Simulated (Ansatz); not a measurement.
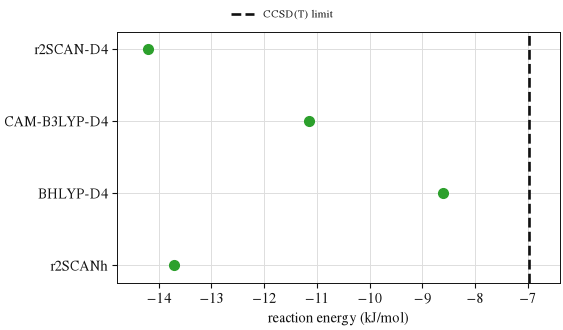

Electronic reaction energy of Si₂H₅SOCl (O[Si]([SiH3])(S)Cl) + ZnHSCl ([SH][Zn][Cl]) → SiH₃S₂OCl (O[Si](S)(S)Cl) + ZnSiH₃Cl ([SiH3][Zn][Cl]) (SMILES in brackets) at several levels (functionals in def2-TZVPP unless a basis is named), isolated molecules at PBE0-D4 triple-zeta geometries, minima by their frequencies, no zero-point or thermal terms, the Ansatz code 0.2.0. The line is frozen-core CCSD(T) at the basis limit (MP2 extrapolated from triple and quadruple zeta, plus CCSD(T) less MP2 in a smaller set). Choice of cores on heavy atoms: Zn/Cu 3s3p. No dispersion term is added to r2SCANh.

What range do the values span, the line included?

From −14.2 kJ/mol (r2SCAN-D4) to −7.0 kJ/mol (CCSD(T) limit).

Give the values.

```
        level  kJ/mol  less CCSD(T) limit
    r2SCAN-D4   −14.2                −7.2
 CAM-B3LYP-D4   −11.2                −4.2
     BHLYP-D4    −8.6                −1.6
      r2SCANh   −13.7                −6.7
CCSD(T) limit    −7.0                 0.0
```

Note: no scalar relativity up to krypton.
